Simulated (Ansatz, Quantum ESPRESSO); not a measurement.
# Work-function anisotropy of Pd, part 3 of 6

Which face of Pd holds its electrons most tightly, and does packing explain the order?

Quantum ESPRESSO 7.5; plane-wave DFT, PBE, GBRV ultrasoft pseudopotentials; geometry and cross-check by Ansatz 0.2.0 with PAW datasets.

So far. Step 2 (Relaxation with Ansatz of (111)): The relaxation lowers the energy by 6 meV an atom. Held were the atoms numbered 3; the forces quoted are those on the free ones. Step 6 (Potential by pp.x of (111)): On (111) the work function under PBEsol lies +0.13 eV from PBE's.

### 7. Geometry from Ansatz of (100)

Level of this step: plane-wave DFT, PBE, Ansatz PAW (Ansatz 0.2.0).

input.yaml

```yaml
crystal:
  lattice:
    - [2.7506453788, 0.0, 0.0]
    - [0.0, 2.7506453788, 0.0]
    - [0.0, 0.0, 23.78]
  atoms:
    - { symbol: Pd, position: [0.0, 0.0, 0.3364171573] }
    - { symbol: Pd, position: [0.5, 0.5, 0.4182085786] }
    - { symbol: Pd, position: [0.0, 0.0, 0.5] }
    - { symbol: Pd, position: [0.5, 0.5, 0.5817914214] }
    - { symbol: Pd, position: [0.0, 0.0, 0.6635828427] }
kpoints:
  mp_grid: { grid: [12, 12, 1] }
hamiltonian:
  xc: pbe
scf:
  occupations: { method: fermi_dirac, width: 0.1 }
  convergence: { dr2_threshold: 1.0e-08 }
efield:
  axis: 3
  dipole_correction: true
  ramp_position: 0.97
  ramp_width: 0.04
relax:
  f_tol: 0.01
  constraints: [{ sites: [2] }]
output:
  write_potential: true
  write_density: true
  volumetric_format: npy
```

Run with:

```bash
$ ansatz run input.yaml --threads 4 --pin off --max-ram 8192MiB --backend cpu --events-out ev --progress --plain --runs-dir out
```

Numbers of over 12 decimals in the logs are rounded to 6 here.

Log:

```text
[...]
Crystal: 5 atoms, lattice volume = 179.921 Å³
Basis set: ecut = 420 eV, 3579 PW (Γ), exchange–correlation on 40×40×320 points (8 copies of the dense FFT grid, shifted against one another)
Bands: 54, of which v1, the nominal top of the filled ones, is band 45 counted from 1 (44 counted from 0)
Symmetry: 8 space group operations
k-points: 28 of 144
[...]
SCF iter   1: F=—  HF=-34862.991017 eV  |F-HF|=—  |Δ(HF+E_count)|=         —  Δρ=1.18e-2  dr2=2.03e0  ethr=1.77e-3  p=-0.000 e·Å  D=-2.00e-4 V/Å  ΔV_dip=0.00 eV  dr2_dipole=5.52e-5  V_vac-E_F(+/−)=4.77/4.77 eV  ⟨swp⟩=7.8  Hψ=6330  notcnv=0  defer=11
[...]
SCF iter  11: F=-34862.945245 eV  HF=-34862.945245 eV  |F-HF|=6.99e-9  |Δ(HF+E_count)|=   2.35e-8  Δρ=7.43e-7  dr2=1.27e-9  ethr=1.11e-11  p=-0.000 e·Å  D=-1.55e-6 V/Å  ΔV_dip=0.00 eV  dr2_dipole=1.15e-11  V_vac-E_F(+/−)=5.09/5.09 eV  ⟨swp⟩=9.1  Hψ=9638  notcnv=0
SCF 1 converged in 11 iterations: F = -34862.945245 eV  dr2 = 1.27e-9
[...]
relax step   1: F+E_penalty+E_count = -34862.94524509 eV  Δ(F+E_penalty+E_count) = +0.000e0 eV  max|allowed force component| = 2.083e-1 eV/Å  Δτ_max = 0.0000 Å  (11 SCF iters, accepted)
[...]
SCF iter  11: F=-34862.970167 eV  HF=-34862.970167 eV  |F-HF|=4.72e-9  |Δ(HF+E_count)|=   3.82e-8  Δρ=9.07e-7  dr2=5.61e-9  ethr=1.11e-11  p=0.000 e·Å  D=1.59e-6 V/Å  ΔV_dip=-0.00 eV  dr2_dipole=2.23e-11  V_vac-E_F(+/−)=5.10/5.10 eV  ⟨swp⟩=9.0  Hψ=9767  notcnv=0
SCF 2 converged in 11 iterations: F = -34862.970167 eV  dr2 = 5.61e-9
[...]
relax step   2: F+E_penalty+E_count = -34862.97016701 eV  Δ(F+E_penalty+E_count) = -2.492e-2 eV  max|allowed force component| = 7.620e-2 eV/Å  Δτ_max = 0.1368 Å  (11 SCF iters, accepted)
SCF iter   1: F=—  HF=-34862.978388 eV  |F-HF|=—  |Δ(HF+E_count)|=         —  Δρ=3.28e-3  dr2=1.77e-2  ethr=2.07e-4  p=0.000 e·Å  D=1.38e-6 V/Å  ΔV_dip=-0.00 eV  dr2_dipole=6.35e-11  V_vac-E_F(+/−)=5.08/5.08 eV  ⟨swp⟩=4.2  Hψ=3400  notcnv=0  defer=47
[...]
SCF iter  11: F=-34862.973221 eV  HF=-34862.973221 eV  |F-HF|=1.71e-9  |Δ(HF+E_count)|=   8.68e-9  Δρ=9.19e-7  dr2=2.87e-9  ethr=1.11e-11  p=0.000 e·Å  D=1.12e-6 V/Å  ΔV_dip=-0.00 eV  dr2_dipole=5.05e-11  V_vac-E_F(+/−)=5.10/5.10 eV  ⟨swp⟩=8.1  Hψ=8873  notcnv=0
SCF 3 converged in 11 iterations: F = -34862.973221 eV  dr2 = 2.87e-9
relax step   3: F+E_penalty+E_count = -34862.97322066 eV  Δ(F+E_penalty+E_count) = -3.054e-3 eV  max|allowed force component| = 3.840e-3 eV/Å  Δτ_max = 0.0369 Å  (11 SCF iters, accepted)
NSCF: frozen V_eff on 28 k-points
[...]
SCF converged after 11 iterations
Free energy (F): -34862.973221 eV
[...]
Internal energy: -34862.646169 eV  (E = F + TS)
E sigma→0 (E₀):  -34862.809695 eV
Entropy (-TS):   -0.327052 eV (-65.410 meV/atom)
Fermi energy:    5.113086 eV
Dipole field:    D = 0.000011 V/Å  (p = 0.000011 e·Å, saw-weighted, corrected)
Work function:   Φ+ = 5.0958 eV   Φ− = 5.0961 eV
[...]
--- Forces (eV/Å), atoms counted from 1 ---
  atom   1  Pd     0.00000000     0.00000000    -0.00181043
  atom   2  Pd     0.00000000     0.00000000    -0.00383837
  atom   3  Pd    -0.00000000     0.00000000     0.00000023
  atom   4  Pd    -0.00000000     0.00000000     0.00383956
  atom   5  Pd    -0.00000000     0.00000000     0.00180791
  max |Σ_I F_I| component: 1.10e-6 eV/Å
--- Band table (eV; the first three rows and the last of 28) ---
  k-point 0: bands = [... 41 lower, 4.7137, 4.7190, 4.8095, 4.8095, 5.0418, 5.1103, 5.2480, 5.2480, ... 5 higher]
  k-point 1: bands = [... 41 lower, 4.4820, 4.5778, 4.6958, 4.9381, 4.9411, 5.0480, 5.2693, 5.3089, ... 5 higher]
  k-point 2: bands = [... 41 lower, 4.2172, 4.4073, 4.5704, 4.7687, 4.8392, 5.1082, 5.2355, 5.9731, ... 5 higher]
  k-point 27: bands = [... 41 lower, 5.4955, 5.4963, 5.7998, 5.7998, 9.4180, 9.4180, 11.1903, 11.1903, ... 5 higher]
--- Relaxed structure (3 steps of the walk, 3 accepted, 0 SCFs on fresh bases) ---
  F+E_penalty+E_count = -34862.97322066 eV   max|allowed force component| = 3.840e-3 eV/Å
  atoms:
    - { symbol: Pd, position: [0.0, 0.0, 0.332218] }
    - { symbol: Pd, position: [0.500000, 0.500000, 0.415586] }
    - { symbol: Pd, position: [0.0, 0.0, 0.5] }
    - { symbol: Pd, position: [0.500000, 0.500000, 0.584414] }
    - { symbol: Pd, position: [0, 0.0, 0.667782] }
```

Elapsed: 21 s, on 4 threads of Arm Neoverse V2, shared host; peak memory 0.56 GiB.

Relaxation path:

| step | energy less that of the first step (eV) | largest force component (eV/Å) |
| --- | --- | --- |
| 1 | 0.0000 | 0.2083 |
| 2 | -0.0249 | 0.0762 |
| 3 | -0.0280 | 0.0038 |

Forces are held to the 8 operations that the run works with; a distortion that breaks them can't arise in this run.

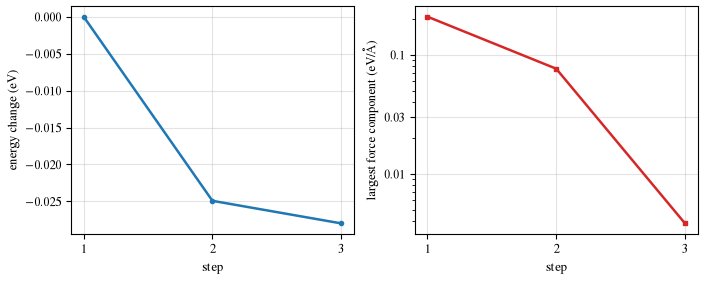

Energy and largest force along the relaxation.

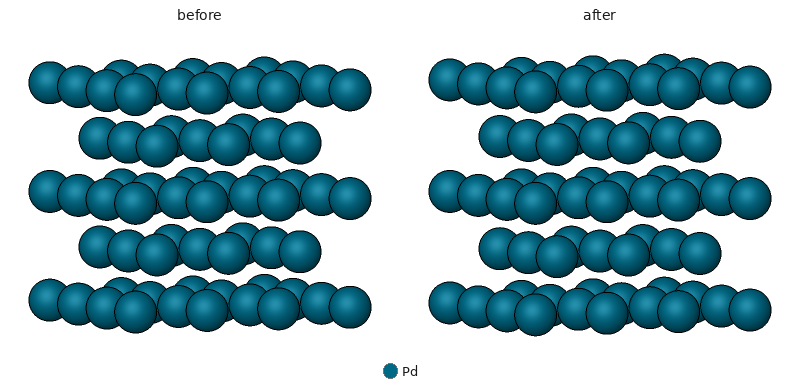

Before and after, at one scale.

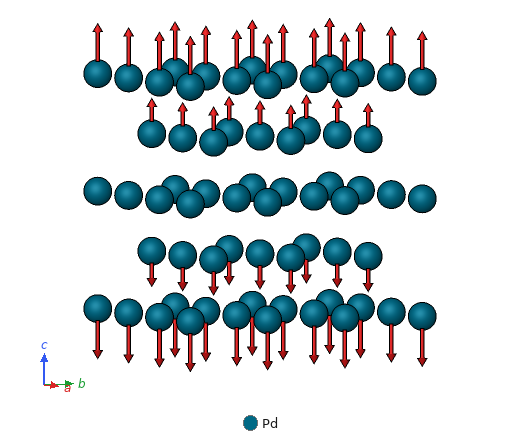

Displacements in the relaxation, exaggerated; the longest in the cell stands for 0.10 Å. 3×3×1 cells are drawn. Some periodic images of atoms are drawn too.

The atoms that moved most (Å):

```csv
atom,dx,dy,dz,length
Pd5,0.000,0.000,0.100,0.100
Pd1,0.000,0.000,-0.100,0.100
Pd4,0.000,0.000,0.062,0.062
Pd2,0.000,0.000,-0.062,0.062
```

Final coordinates:

```cif
data_structure
_symmetry_space_group_name_H-M 'P 1'
_symmetry_Int_Tables_number 1
_cell_length_a 2.7506
_cell_length_b 2.7506
_cell_length_c 23.7800
_cell_angle_alpha 90.000
_cell_angle_beta 90.000
_cell_angle_gamma 90.000
_cell_volume 179.92
loop_
_atom_site_label
_atom_site_type_symbol
_atom_site_fract_x
_atom_site_fract_y
_atom_site_fract_z
_atom_site_occupancy
Pd1 Pd 0.00000 0.00000 0.33222 1
Pd2 Pd 0.50000 0.50000 0.41559 1
Pd3 Pd 0.00000 0.00000 0.50000 1
Pd4 Pd 0.50000 0.50000 0.58441 1
Pd5 Pd 0.00000 0.00000 0.66778 1
```

The relaxation lowers the energy by 6 meV an atom. Held were the atoms numbered 3; the forces quoted are those on the free ones.

This step gave:

```
free energy                     : -34862.9732 eV
energy at zero smearing         : -34862.8097 eV
smearing term TS                : 0.3271 eV
Fermi energy                    : 5.113 eV
symmetry operations             : 8
work function of the upper face : 5.096 eV
work function of the lower face : 5.096 eV
dipole along the normal         : 1.11e-5 e·Å
```

### 8. Ground state of (100), PBE

Level of this step: plane-wave DFT, PBE, GBRV ultrasoft pseudopotentials (Quantum ESPRESSO 7.5).

100.pbe.in

```
&control
  prefix = '100.pbe'
  outdir = './out'
  pseudo_dir = './pseudo'
  calculation = 'scf'
  tprnfor = .true.
/
&system
  ibrav = 0
  nat = 5
  ntyp = 1
  ecutwfc = 40
  ecutrho = 200
  occupations = 'smearing'
  smearing = 'mv'
  degauss = 0.02
/
&electrons
  conv_thr = 1e-07
  mixing_beta = 0.4
  electron_maxstep = 120
  mixing_mode = 'local-TF'
/
ATOMIC_SPECIES
  Pd  106.4200  pd_pbe_v1.4.uspp.F.UPF
CELL_PARAMETERS angstrom
  2.75064537880000 0.00000000000000 0.00000000000000
  0.00000000000000 2.75064537880000 0.00000000000000
  0.00000000000000 0.00000000000000 23.78000000000000
ATOMIC_POSITIONS crystal
  Pd  0.000000000000 0.000000000000 0.332218194508
  Pd  0.500000000000 0.500000000000 0.415586101500
  Pd  0.000000000000 0.000000000000 0.500000000000
  Pd  0.500000000000 0.500000000000 0.584413899914
  Pd  0.000000000000 0.000000000000 0.667781813061
K_POINTS automatic
  12 12 1 0 0 0
```

Run with:

```bash
$ OMP_NUM_THREADS=1 mpirun -n 4 pw.x -nk 4 -in 100.pbe.in > 100.pbe.out
```

Log:

```text
[banner, memory and clock lines left out]
Program PWSCF v.7.5 starts
[citation notice left out]

[...]
Message from routine setup:
[...]
bravais-lattice index     =            0
     lattice parameter (alat)  =       5.1980  a.u.
     unit-cell volume          =    1214.1649 (a.u.)^3
     number of atoms/cell      =            5
     number of atomic types    =            1
     number of electrons       =        80.00
     number of Kohn-Sham states=           48
     kinetic-energy cutoff     =      40.0000  Ry
     charge density cutoff     =     200.0000  Ry
     scf convergence threshold =      1.0E-07
     mixing beta               =       0.4000
     number of iterations used =            8  local-TF  mixing
     Exchange-correlation=  SLA  PW   PBX  PBC
                           (   1   4   3   4   0   0   0)

[...]
PseudoPot. # 1 for Pd read from file:
     ./pseudo/pd_pbe_v1.4.uspp.F.UPF
     Pseudo is Ultrasoft + core correction, Zval = 16.0
     Generated by new atomic code, or converted to UPF format
     Using radial grid of  887 points,  6 beta functions with:
                l(1) =   0
                l(2) =   0
                l(3) =   1
                l(4) =   1
                l(5) =   2
                l(6) =   2
     Q(r) pseudized with  8 coefficients,  rinner =    1.130   1.130   1.130
                                                       1.130   1.130

     atomic species   valence    mass     pseudopotential
     Pd               16.00   106.42000     Pd( 1.00)

     16 Sym. Ops., with inversion, found

[...]
number of k points=    28  Marzari-Vanderbilt smearing, width (Ry)=  0.0200
[...]
Dense  grid:    58047 G-vectors     FFT dimensions: (  24,  24, 216)

     Smooth grid:    41649 G-vectors     FFT dimensions: (  24,  24, 192)

     Initial potential from superposition of free atoms

     starting charge      77.5000, renormalised to      80.0000

     negative rho (up, down):  3.892E-01 0.000E+00
     Starting wfcs are   60 randomized atomic wfcs

     per-process dynamical memory:    67.1 Mb

     Self-consistent Calculation

     iteration #  1     ecut=    40.00 Ry     beta= 0.40
     Davidson diagonalization with overlap
     ethr =  1.00E-02,  avg # of iterations =  6.5

     negative rho (up, down):  3.899E-01 0.000E+00

     total energy              =    -993.08769100 Ry
     estimated scf accuracy    <      17.92383542 Ry

     iteration #  2     ecut=    40.00 Ry     beta= 0.40
[...]
negative rho (up, down):  3.862E-01 0.000E+00

[...]
total energy              =    -993.31899189 Ry
     estimated scf accuracy    <       1.54287512 Ry

     iteration #  3     ecut=    40.00 Ry     beta= 0.40
[...]
negative rho (up, down):  3.882E-01 0.000E+00

[...]
total energy              =    -993.37556510 Ry
     estimated scf accuracy    <       0.31147327 Ry

     iteration #  4     ecut=    40.00 Ry     beta= 0.40
[...]
negative rho (up, down):  3.887E-01 0.000E+00

[...]
total energy              =    -993.40146796 Ry
     estimated scf accuracy    <       0.06287000 Ry

     iteration #  5     ecut=    40.00 Ry     beta= 0.40
[...]
negative rho (up, down):  3.907E-01 0.000E+00

[...]
total energy              =    -993.40315268 Ry
     estimated scf accuracy    <       0.00718127 Ry

     iteration #  6     ecut=    40.00 Ry     beta= 0.40
[...]
negative rho (up, down):  3.949E-01 0.000E+00

[...]
total energy              =    -993.40324716 Ry
     estimated scf accuracy    <       0.00087568 Ry

[...]
iteration # 10     ecut=    40.00 Ry     beta= 0.40
[...]
negative rho (up, down):  3.918E-01 0.000E+00

[...]
total energy              =    -993.40327668 Ry
     estimated scf accuracy    <       0.00001140 Ry

     iteration # 11     ecut=    40.00 Ry     beta= 0.40
[...]
negative rho (up, down):  3.914E-01 0.000E+00

[...]
total energy              =    -993.40327336 Ry
     estimated scf accuracy    <       0.00000136 Ry

     iteration # 12     ecut=    40.00 Ry     beta= 0.40
[...]
negative rho (up, down):  3.914E-01 0.000E+00

[...]
total energy              =    -993.40327379 Ry
     estimated scf accuracy    <       0.00000030 Ry

     iteration # 13     ecut=    40.00 Ry     beta= 0.40
[...]
negative rho (up, down):  3.914E-01 0.000E+00

[...]
End of self-consistent calculation

          k = 0.0000 0.0000 0.0000 (  5243 PWs)   bands (ev):

   -45.2992 -45.1561 -45.1147 -45.1147 -45.0568 -45.0212 -45.0212 -45.0006
   -45.0006 -44.6388 -44.6388 -44.6388 -44.6388 -44.5389 -44.5383  -1.9167
    -0.8914  -0.3611  -0.1062   0.2004   0.2219   0.3254   0.8674   1.4212
     1.6845   2.1995   2.1995   2.7829   2.7829   2.9274   3.0090   3.2869
     3.5620   3.5620   3.6837   3.9629   4.2588   4.2664   4.3643   4.3643
     4.5920   4.6571   4.7910   4.7910   6.1098   7.2531   9.4314   9.9731

          k = 0.0000 0.0833 0.0000 (  5227 PWs)   bands (ev):

   -45.2952 -45.1690 -45.1145 -45.1123 -45.0686 -45.0258 -45.0198 -45.0165
   -45.0004 -44.6530 -44.6530 -44.6378 -44.6378 -44.5375 -44.5371  -1.7556
    -0.7516  -0.2569  -0.0061   0.2921   0.3379   0.4353   0.9464   1.4768
     1.7594   2.1424   2.2327   2.4539   2.7607   2.9360   3.2097   3.2947
     3.3074   3.4330   3.6436   4.0053   4.0261   4.1326   4.2470   4.4895
     4.4918   4.5943   4.8121   4.8558   6.5251   7.7649   9.5728  10.1371

[...]
the Fermi energy is     4.6486 ev

!    total energy              =    -993.40327390 Ry
     estimated scf accuracy    <       0.00000001 Ry
     smearing contrib. (-TS)   =       0.00174350 Ry
     internal energy E=F+TS    =    -993.40501741 Ry

     The total energy is F=E-TS. E is the sum of the following terms:
     one-electron contribution =   -7872.45591008 Ry
     hartree contribution      =    3964.76969513 Ry
     xc contribution           =    -156.64408970 Ry
     ewald contribution        =    3070.92528724 Ry

     convergence has been achieved in  13 iterations

     negative rho (up, down):  3.914E-01 0.000E+00

     Forces acting on atoms (cartesian axes, Ry/au):

     atom    1 type  1   force =     0.00000000    0.00000000   -0.00042436
     atom    2 type  1   force =     0.00000000    0.00000000    0.00009874
     atom    3 type  1   force =     0.00000000    0.00000000    0.00000000
     atom    4 type  1   force =     0.00000000    0.00000000   -0.00009874
     atom    5 type  1   force =     0.00000000    0.00000000    0.00042436

     Total force =     0.000616     Total SCF correction =     0.000626
     SCF correction compared to forces is large: reduce conv_thr to get better values

[...]
```

Wall time 38 s (4 MPI ranks); peak memory 0.5 GiB.

Numbers from this step:

```
free energy  : -13515.9401 eV
Fermi energy : 4.649 eV
```

### 9. Electrostatic potential of (100)

100.pbe.pot.in

```
&inputpp
  prefix = '100.pbe'
  outdir = './out'
  filplot = '100.pbe.pot.dat'
  plot_num = 11
/
```

Run with:

```bash
$ OMP_NUM_THREADS=1 mpirun -n 4 pp.x -in 100.pbe.pot.in > 100.pbe.pot.out
```

Log:

```text
[banner, memory and clock lines left out]
Program POST-PROC v.7.5 starts
[citation notice left out]

[...]
./out/100.pbe.save/

[...]
negative rho (up, down):  3.914E-01 0.000E+00

     Calling punch_plot, plot_num =  11
     Writing data to file  100.pbe.pot.dat
     Message from routine chdens:
     namelist plot not found or invalid, exiting
```

Run time: 0.77 s. Hardware: 4 MPI ranks; peak memory 0.1 GiB; 2.7 s of CPU time.

This step gave:

- work function of the upper face: 5.121 eV
- slope of the potential above: 1.64e-4 eV/Å
- upper vacuum line continued to the top atoms, over the Fermi level: 5.120 eV
- work function of the lower face: 5.121 eV
- slope of the potential below: -1.13e-4 eV/Å
- lower vacuum line continued to the bottom atoms, over the Fermi level: 5.120 eV

The potential energy, planar mean oscillates, so the rows of the table below give means over windows of 1.98 Å about each position, cut where the curve ends. Its maxima inside the range that stand out by 2 % of the span (Å: eV): 8.9: -0.899, 10.9: -0.853, 12.9: -0.853, 14.9: -0.899. Its minima: 7.9: -9.61, 9.9: -9.69, 11.9: -9.79, 13.9: -9.69, 15.9: -9.61.

Electrostatic potential energy of an electron; zero at the Fermi level. The potential energy, planar mean by z; means over each step:

```csv
z (Å),"potential energy, planar mean (eV)"
0.99,5.12
2.97,5.12
4.95,5.07
6.93,-0.650
8.91,-5.57
10.89,-5.58
12.87,-5.58
14.85,-5.57
16.83,-0.795
18.81,5.07
20.79,5.12
22.77,5.12
```

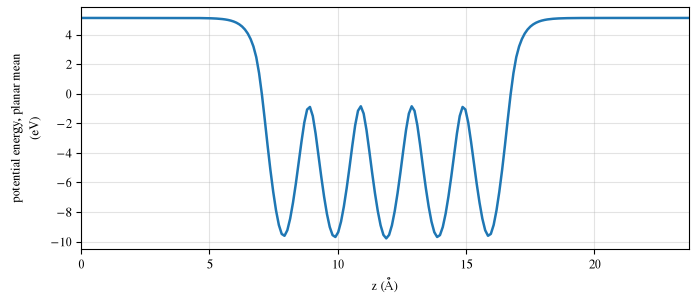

Potential energy, planar mean against z.

### 10. Self-consistent run of (100), PBEsol

Level of this step: plane-wave DFT, PBEsol, GBRV ultrasoft pseudopotentials (Quantum ESPRESSO 7.5).

100.pbesol.in, as its differences from the input of step 8:

```diff
@@ -1,3 +1,3 @@
 &control
-  prefix = '100.pbe'
+  prefix = '100.pbesol'
   outdir = './out'
@@ -24,3 +24,3 @@
 ATOMIC_SPECIES
-  Pd  106.4200  pd_pbe_v1.4.uspp.F.UPF
+  Pd  106.4200  pd_pbesol_v1.4.uspp.F.UPF
 CELL_PARAMETERS angstrom
```

Run with:

```bash
$ OMP_NUM_THREADS=1 mpirun -n 4 pw.x -nk 4 -in 100.pbesol.in > 100.pbesol.out
```

Log:

```text
[banner, memory and clock lines left out]
Program PWSCF v.7.5 starts
[...]
Message from routine setup:
[...]
number of electrons       =        80.00
     number of Kohn-Sham states=           48
     kinetic-energy cutoff     =      40.0000  Ry
     charge density cutoff     =     200.0000  Ry
[...]
number of k points=    28  Marzari-Vanderbilt smearing, width (Ry)=  0.0200
[...]
Dense  grid:    58047 G-vectors     FFT dimensions: (  24,  24, 216)
[...]
negative rho (up, down):  3.801E-01 0.000E+00
     Starting wfcs are   60 randomized atomic wfcs
[...]
negative rho (up, down):  3.806E-01 0.000E+00
[...]
estimated scf accuracy    <      17.90698194 Ry
[...]
negative rho (up, down):  3.782E-01 0.000E+00
[...]
estimated scf accuracy    <       1.64459033 Ry
[...]
negative rho (up, down):  3.806E-01 0.000E+00
[...]
estimated scf accuracy    <       0.32032401 Ry
[...]
negative rho (up, down):  3.812E-01 0.000E+00
[...]
estimated scf accuracy    <       0.06161440 Ry
[...]
negative rho (up, down):  3.833E-01 0.000E+00
[...]
estimated scf accuracy    <       0.00669704 Ry
[...]
negative rho (up, down):  3.872E-01 0.000E+00
[...]
estimated scf accuracy    <       0.00076242 Ry
[...]
negative rho (up, down):  3.861E-01 0.000E+00
[...]
estimated scf accuracy    <       0.00013366 Ry
[...]
negative rho (up, down):  3.856E-01 0.000E+00
[...]
estimated scf accuracy    <       0.00006251 Ry
[...]
negative rho (up, down):  3.856E-01 0.000E+00
[...]
estimated scf accuracy    <       0.00004300 Ry
[...]
negative rho (up, down):  3.833E-01 0.000E+00
[...]
estimated scf accuracy    <       0.00004162 Ry
[...]
negative rho (up, down):  3.827E-01 0.000E+00
[...]
estimated scf accuracy    <       0.00000441 Ry
[...]
negative rho (up, down):  3.827E-01 0.000E+00
[...]
estimated scf accuracy    <       0.00000117 Ry
[...]
negative rho (up, down):  3.827E-01 0.000E+00
[...]
the Fermi energy is     4.5085 ev
!    total energy              =    -993.05668646 Ry
     estimated scf accuracy    <       0.00000009 Ry
     smearing contrib. (-TS)   =       0.00158737 Ry
     internal energy E=F+TS    =    -993.05827384 Ry
[...]
one-electron contribution =   -7872.62109318 Ry
     hartree contribution      =    3964.06499532 Ry
     xc contribution           =    -155.42746322 Ry
     ewald contribution        =    3070.92528724 Ry
     convergence has been achieved in  13 iterations
     negative rho (up, down):  3.827E-01 0.000E+00
[...]
Total force =     0.024091     Total SCF correction =     0.001331
[...]
```

It took 38 s on 4 MPI ranks; peak memory 0.54 GiB; 2.5 min of CPU time.

Numbers from this step:

```
free energy  : -13511.2245 eV
Fermi energy : 4.508 eV
```

### 11. Potential by pp.x of (100)

100.pbesol.pot.in

```
&inputpp
  prefix = '100.pbesol'
  outdir = './out'
  filplot = '100.pbesol.pot.dat'
  plot_num = 11
/
```

Run with:

```bash
$ OMP_NUM_THREADS=1 mpirun -n 4 pp.x -in 100.pbesol.pot.in > 100.pbesol.pot.out
```

Wall time 0.77 s (4 MPI ranks); peak memory 0.1 GiB; 2.7 s of CPU time.

Numbers from this step:

| Item | Value |
| --- | --- |
| work function of the upper face | 5.244 eV |
| slope of the potential above | 1.44e-4 eV/Å |
| upper vacuum line continued to the top atoms, over the Fermi level | 5.244 eV |
| work function of the lower face | 5.244 eV |
| slope of the potential below | -9.80e-5 eV/Å |
| lower vacuum line continued to the bottom atoms, over the Fermi level | 5.244 eV |

On (100) the work function under PBEsol lies +0.12 eV from PBE's.

(Part 3 of 6 ends here.)

[Logs are printed without paths, hosts, clocks, repeated set-up lines and the standing remarks that a program may print on its own settings, such as how far it seeks lower states.]

[Hosts, paths, dates, database ids (printed as entryN), source tags and the programs' standing remarks are cut or masked in the printed files.]

[Maps of the electrostatic potential energy from Ansatz leave out the sawtooth potential of an applied field or a dipole correction, so their vacuum need not be flat; planar profiles and work functions include it.]
